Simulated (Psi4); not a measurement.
# One shape, several levels: AlHBr (SMILES [AlH][Br])

Aim: a comparison of 4 runs (UPBE0/6-31G*, UB3LYP/6-31G**, UPBE0/def2-SVP, UBP86/def2-SVPD) of AlHBr. 

Program for the calculation: Psi4 1.11.

1 further run of the same task is left out (set aside as unsound or not needed).

### 1 The structure to begin with

AlHBr: 3 atoms, total charge 0, spin state doublet. As SMILES, `[AlH][Br]`. The shape is that of a PBE0-D4/def2-TZVP optimisation.

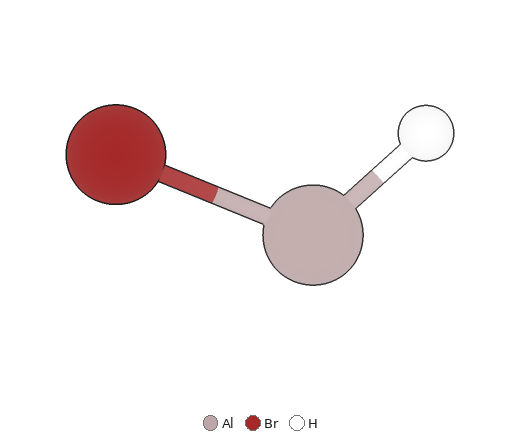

The structure, seen from a chosen angle (aluminium light grey, bromine red, hydrogen white).

### 2 The energy at UPBE0/6-31G(d) (spherical functions) (run 1)

albrh.py

```python
import psi4

psi4.set_memory(1600000000)
psi4.set_num_threads(1)
psi4.set_output_file('psi4.out', False)

m = psi4.geometry("""
0 2
Al    -0.296700    -0.628000    -0.239100
Br     1.584500     0.008600     0.871100
H     -1.298900     0.554600    -0.645300
symmetry c1
""")

options = {'basis': '6-31G*', 'reference': 'uks', 'puream': True, 'e_convergence': 1e-09, 'd_convergence': 1e-08, 'scf_type': 'pk', 'dft_radial_points': 99, 'dft_spherical_points': 590, 'maxiter': 200}
psi4.set_options(options)

result, w = psi4.energy('PBE0', return_wfn=True)
print('E =', round(result, 9))
```

Launch:

```
$ python albrh.py
```

psi4.out:

```text
[...]
  Running in c1 symmetry.
[...]
  Nuclear repulsion =  115.724118745442127
[...]
  Multiplicity = 2
[...]
  Nalpha       = 25
  Nbeta        = 24
[...]
    Number of basis functions: 52
[...]
   @UKS iter   1: -2816.14478069376901   -1.44924e+00   2.77944e-02 ADIIS/DIIS
[...]
   @UKS iter  12: -2816.46289335991605   -8.64020e-12   8.74276e-09 DIIS
[...]
   @S^2 Observed:                7.527035721E-01
[...]
    Orbital Energies [Eh]
    ---------------------
    Alpha Occupied:
       1A   -483.210234     2A    -62.657960     3A    -56.433322
       4A    -56.431984     5A    -56.431696     6A    -56.203460
       7A     -8.781428     8A     -6.587965     9A     -6.582866
      10A     -6.581784    11A     -4.227708    12A     -2.759057
      13A     -2.756572    14A     -2.753104    15A     -2.653975
      16A     -2.652660    17A     -2.651762    18A     -2.647773
      19A     -2.647729    20A     -0.785622    21A     -0.438867
      22A     -0.357384    23A     -0.320544    24A     -0.318178
      25A     -0.224296
    Alpha Virtual:
[...]
  @UKS Final Energy: -2816.46289335991605
   => Energetics <=
    Nuclear Repulsion Energy =            115.7241187454421265
    One-Electron Energy =               -4150.4400822537545537
    Two-Electron Energy =                1301.1656509503818597
    DFT Exchange-Correlation Energy =     -82.9125808019858681
    Empirical Dispersion Energy =           0.0000000000000000
    VV10 Nonlocal Energy =                  0.0000000000000000
    Total Energy =                      -2816.4628933599165066
[...]
 Multipole Moments:
 ------------------------------------------------------------------------------------
     Multipole            Electronic (a.u.)      Nuclear  (a.u.)        Total (a.u.)
 ------------------------------------------------------------------------------------
 L = 1.  Multiply by 2.5417464519 to convert [e a0] to [Debye]
 Dipole X            :          5.2907234           -5.9249837           -0.6342603
 Dipole Y            :         -0.0885914           -0.2078543           -0.2964457
 Dipole Z            :         -0.0000000           -0.0000000           -0.0000000
 Magnitude           :                                                    0.7001187
[...]
```

On the terminal:

```text
E = -2816.46289336
```

It took 6 s on 1 thread of Intel Xeon Platinum 8488C (Sapphire Rapids), shared host; peak memory 0.41 GiB.

### 3 Energy and forces at UB3LYP/6-31G(d,p) (spherical functions) (run 2)

job.py

```python
import psi4

psi4.set_memory(1600000000)
psi4.set_num_threads(1)
psi4.core.set_output_file('run.log', False)

geom = psi4.geometry("""
0 2
Al    -0.296700    -0.628000    -0.239100
Br     1.584500     0.008600     0.871100
H     -1.298900     0.554600    -0.645300
symmetry c1
no_reorient
no_com
""")

options = {'reference': 'uks', 'puream': True, 'e_convergence': 1e-09, 'd_convergence': 1e-08, 'scf_type': 'pk', 'dft_radial_points': 99, 'dft_spherical_points': 590, 'maxiter': 200}
psi4.set_options(options)

E, wfn = psi4.gradient('b3lyp/6-31G**', return_wfn=True)
print('gradient / Eh bohr^-1')
print(E.np.round(6))
print(f'energy = {wfn.energy():.10f} Eh')
```

Launch:

```
$ python job.py
```

run.log:

```text
[...]
  Running in c1 symmetry.
[...]
  Nuclear repulsion =  115.724118745442127
[...]
  Multiplicity = 2
[...]
  Nalpha       = 25
  Nbeta        = 24
[...]
    Number of basis functions: 55
[...]
   @UKS iter   1: -2816.58968240002241   -1.40581e+00   2.68383e-02 ADIIS/DIIS
[...]
   @UKS iter  13: -2816.92470593292092   -1.81899e-12   1.82002e-09 DIIS
[...]
   @S^2 Observed:                7.525652562E-01
[...]
    Orbital Energies [Eh]
    ---------------------
    Alpha Occupied:
       1A   -482.806937     2A    -62.503104     3A    -56.320957
       4A    -56.319648     5A    -56.319350     6A    -56.085606
       7A     -8.700067     8A     -6.525201     9A     -6.520244
      10A     -6.519160    11A     -4.179013    12A     -2.733824
      13A     -2.731290    14A     -2.728048    15A     -2.620205
      16A     -2.618899    17A     -2.618025    18A     -2.614164
      19A     -2.614121    20A     -0.768461    21A     -0.426131
      22A     -0.346560    23A     -0.308952    24A     -0.306178
      25A     -0.214397
    Alpha Virtual:
[...]
  @UKS Final Energy: -2816.92470593292092
   => Energetics <=
    Nuclear Repulsion Energy =            115.7241187454421265
    One-Electron Energy =               -4150.2354674382931989
    Two-Electron Energy =                1306.3549688679222527
    DFT Exchange-Correlation Energy =     -88.7683261079918111
    Empirical Dispersion Energy =           0.0000000000000000
    VV10 Nonlocal Energy =                  0.0000000000000000
    Total Energy =                      -2816.9247059329209151
[...]
 Multipole Moments:
 ------------------------------------------------------------------------------------
     Multipole            Electronic (a.u.)      Nuclear  (a.u.)        Total (a.u.)
 ------------------------------------------------------------------------------------
 L = 1.  Multiply by 2.5417464519 to convert [e a0] to [Debye]
 Dipole X            :        -95.5816367           95.0560587           -0.5255780
 Dipole Y            :         13.5179656          -13.8108744           -0.2929088
 Dipole Z            :        -50.8458178           50.5216390           -0.3241788
 Magnitude           :                                                    0.6834616
[...]
  -Total Gradient:
     Atom            X                  Y                   Z
    ------   -----------------  -----------------  -----------------
       1        0.003848406561     0.002539285530     0.002421744228
       2       -0.004528286255    -0.001602926146    -0.002680980598
       3        0.000677650162    -0.000935506864     0.000258115921
[...]
```

The script printed:

```text
gradient / Eh bohr^-1
[[ 0.003848  0.002539  0.002422]
 [-0.004528 -0.001603 -0.002681]
 [ 0.000678 -0.000936  0.000258]]
energy = -2816.9247059329 Eh
```

Wall time 9.6 s (1 thread of Intel Xeon Platinum 8488C (Sapphire Rapids), shared host); peak memory 0.43 GiB.

### 4 The energy at UPBE0/def2-SVP (run 3)

input.inp

```
memory 1600 MB

molecule m {
  0 2
  Al    -0.296700    -0.628000    -0.239100
  Br     1.584500     0.008600     0.871100
  H     -1.298900     0.554600    -0.645300
  symmetry c1
}

set basis def2-SVP
set reference uks
set puream true
set e_convergence 1e-09
set d_convergence 1e-08
set scf_type pk
set dft_radial_points 99
set dft_spherical_points 590
set maxiter 200

E, wfn = energy('pbe0', return_wfn=True)
oeprop(wfn, 'WIBERG_LOWDIN_INDICES', 'LOWDIN_CHARGES', 'QUADRUPOLE', title='PBE0')
```

Launch:

```
$ psi4 input.inp input.out -n 1
```

input.out:

```text
[...]
  Running in c1 symmetry.
[...]
  Nuclear repulsion =  115.724118745442127
[...]
  Multiplicity = 2
[...]
  Nalpha       = 25
  Nbeta        = 24
[...]
    Number of basis functions: 55
[...]
   @UKS iter   1: -2816.07304248111268   -1.42288e+00   2.46534e-02 ADIIS/DIIS
[...]
   @UKS iter  13: -2816.39616574623915    9.09495e-13   2.21678e-09 DIIS
[...]
   @S^2 Observed:                7.527012193E-01
[...]
    Orbital Energies [Eh]
    ---------------------
    Alpha Occupied:
       1A   -483.184287     2A    -62.618347     3A    -56.406886
       4A    -56.405596     5A    -56.405308     6A    -56.191380
       7A     -8.764222     8A     -6.574179     9A     -6.569184
      10A     -6.568098    11A     -4.224842    12A     -2.759131
      13A     -2.756718    14A     -2.752987    15A     -2.660537
      16A     -2.659292    17A     -2.658383    18A     -2.654492
      19A     -2.654446    20A     -0.782574    21A     -0.435508
      22A     -0.355344    23A     -0.319091    24A     -0.316697
      25A     -0.222042
    Alpha Virtual:
[...]
  @UKS Final Energy: -2816.39616574623915
   => Energetics <=
    Nuclear Repulsion Energy =            115.7241187454421265
    One-Electron Energy =               -4150.6928308419328459
    Two-Electron Energy =                1301.4977556274147901
    DFT Exchange-Correlation Energy =     -82.9252092771632192
    Empirical Dispersion Energy =           0.0000000000000000
    VV10 Nonlocal Energy =                  0.0000000000000000
    Total Energy =                      -2816.3961657462391486
[...]
 Multipole Moments:
 ------------------------------------------------------------------------------------
     Multipole            Electronic (a.u.)      Nuclear  (a.u.)        Total (a.u.)
 ------------------------------------------------------------------------------------
 L = 1.  Multiply by 2.5417464519 to convert [e a0] to [Debye]
 Dipole X            :          5.4008406           -5.9249837           -0.5241431
 Dipole Y            :         -0.1043440           -0.2078543           -0.3121983
 Dipole Z            :         -0.0000000           -0.0000000           -0.0000000
 Magnitude           :                                                    0.6100769
 L = 2.  Multiply by 1.3450342976 to convert [e a0^2] to [Debye ang]
 Quadrupole XX       :       -210.4224415          186.9409737          -23.4814678
 Quadrupole XY       :        -39.2215811           40.6031558            1.3815747
[...]
```

It took 6.6 s on 1 thread of Intel Xeon Platinum 8488C (Sapphire Rapids), shared host; peak memory 0.43 GiB.

### 5 Energy and forces at UBP86/def2-SVPD (run 4)

albrh.inp

```
memory 1600 MB

molecule m {
  0 2
  Al    -0.296700    -0.628000    -0.239100
  Br     1.584500     0.008600     0.871100
  H     -1.298900     0.554600    -0.645300
  symmetry c1
}

set {
  basis def2-SVPD
  reference uks
  puream true
  e_convergence 1e-09
  d_convergence 1e-08
  scf_type pk
  dft_radial_points 99
  dft_spherical_points 590
  maxiter 200
}

result = gradient("bp86")
```

Launch:

```
$ psi4 -n 1 albrh.inp albrh.out
```

albrh.out:

```text
[...]
  Running in c1 symmetry.
[...]
  Nuclear repulsion =  115.724118745442127
[...]
  Multiplicity = 2
[...]
  Nalpha       = 25
  Nbeta        = 24
[...]
    Number of basis functions: 73
[...]
   @UKS iter   1: -2816.70915316660103   -1.20747e+00   2.04052e-02 ADIIS/DIIS
[...]
   @UKS iter  12: -2817.10732763758688   -1.68257e-11   6.47624e-09 DIIS
[...]
   @S^2 Observed:                7.521960540E-01
[...]
    Orbital Energies [Eh]
    ---------------------
    Alpha Occupied:
       1A   -481.081865     2A    -61.807415     3A    -55.736434
       4A    -55.735089     5A    -55.734714     6A    -55.471539
       7A     -8.410549     8A     -6.287196     9A     -6.282427
      10A     -6.281130    11A     -3.984818    12A     -2.594281
      13A     -2.590686    14A     -2.587178    15A     -2.491324
      16A     -2.490161    17A     -2.489233    18A     -2.485558
      19A     -2.485508    20A     -0.709063    21A     -0.387577
      22A     -0.313469    23A     -0.282847    24A     -0.278442
      25A     -0.190592
    Alpha Virtual:
[...]
  @UKS Final Energy: -2817.10732763758688
   => Energetics <=
    Nuclear Repulsion Energy =            115.7241187454421265
    One-Electron Energy =               -4149.8896414434020699
    Two-Electron Energy =                1327.6559238172608275
    DFT Exchange-Correlation Energy =    -110.5977287568875056
    Empirical Dispersion Energy =           0.0000000000000000
    VV10 Nonlocal Energy =                  0.0000000000000000
    Total Energy =                      -2817.1073276375868772
[...]
 Multipole Moments:
 ------------------------------------------------------------------------------------
     Multipole            Electronic (a.u.)      Nuclear  (a.u.)        Total (a.u.)
 ------------------------------------------------------------------------------------
 L = 1.  Multiply by 2.5417464519 to convert [e a0] to [Debye]
 Dipole X            :          5.4394691           -5.9249837           -0.4855146
 Dipole Y            :         -0.0627002           -0.2078543           -0.2705545
 Dipole Z            :          0.0000000           -0.0000000            0.0000000
 Magnitude           :                                                    0.5558095
[...]
  -Total Gradient:
     Atom            X                  Y                   Z
    ------   -----------------  -----------------  -----------------
       1        0.004365643083     0.004763383102    -0.000000000000
       2       -0.006855406800    -0.002012758833    -0.000000000000
       3        0.002485710225    -0.002753239194     0.000000000000
[...]
```

Wall time 9 s (1 thread of Intel Xeon Platinum 8488C (Sapphire Rapids), shared host); peak memory 0.56 GiB.

### 6 Overview of the runs

```tsv
run	level	task	energy (Eh)	dipole moment (D)	HOMO energy (eV)	LUMO energy (eV)	wall time
1	UPBE0/6-31G* (spherical functions)	energy	-2816.462893	1.78	-6.10	-2.77	6 s
2	UB3LYP/6-31G** (spherical functions)	gradient	-2816.924706	1.74	-5.83	-3.12	9.6 s
3	UPBE0/def2-SVP	energy	-2816.396166	1.55	-6.04	-2.75	6.6 s
4	UBP86/def2-SVPD	gradient	-2817.107328	1.41	-5.19	-3.70	9 s
```

### 7 Results

```
                                 quantity           value
                      run 4: total energy  -2817.10733 Eh
                     run 4: dipole moment          1.41 D
run 4: HOMO energy (highest over α and β)        -5.19 eV
 run 4: LUMO energy (lowest over α and β)        -3.70 eV
                              run 4: ⟨S²⟩           0.752
          run 4: largest force on an atom      0.367 eV/Å
```

What this shows: The dipole moment (its size) runs from 1.41 D (UBP86/def2-SVPD) to 1.78 D (UPBE0/6-31G*). The two ends differ in method and basis. Totals of different functionals can't be ranked against each other. All runs together took 31 s, the longest 9.6 s.
